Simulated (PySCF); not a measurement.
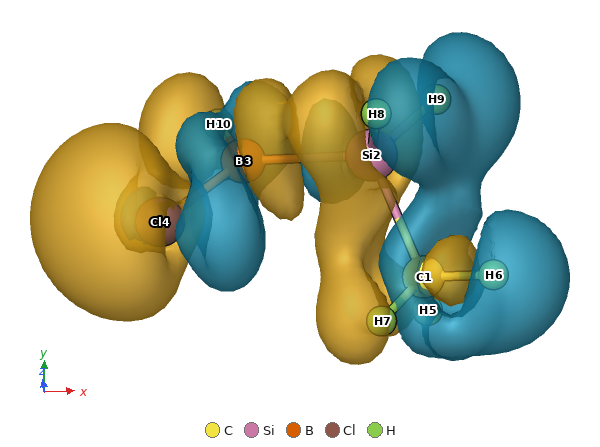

*CH6BClSi, SMILES `C[SiH2]BCl`. Change of the electron density in a uniform field of 0.41 V/Å, surfaces at ±0.002 e/Å³ (yellow: gain, teal: loss).*

Level of theory: B3LYP/def2-SVPD (PySCF), at a geometry from GFN2-xTB. No frequency check shows the geometry to be a minimum. GFN2-xTB bond lengths at metals and heavier atoms can be off by up to 0.1 Å and shapes distorted, which carries into these values.

**Along which Cartesian direction does the field point?**

Along +x: electrons gather on the −x side, against the field.

**How large is the response?**

The induced dipole is 1.64 D (along the field); α along this axis, from the fields in both directions, is 80 bohr³ (11.9 Å³).

**Which atoms gain and lose the most charge?**

Electrons gather most on Cl4 (Hirshfeld charge changes by −0.040 e) and leave H6 most (+0.019 e); 0.131 electrons are displaced in all.

Run time: 39 s on 1 thread of Arm Neoverse V2 (shared host), peak memory 0.63 GiB.
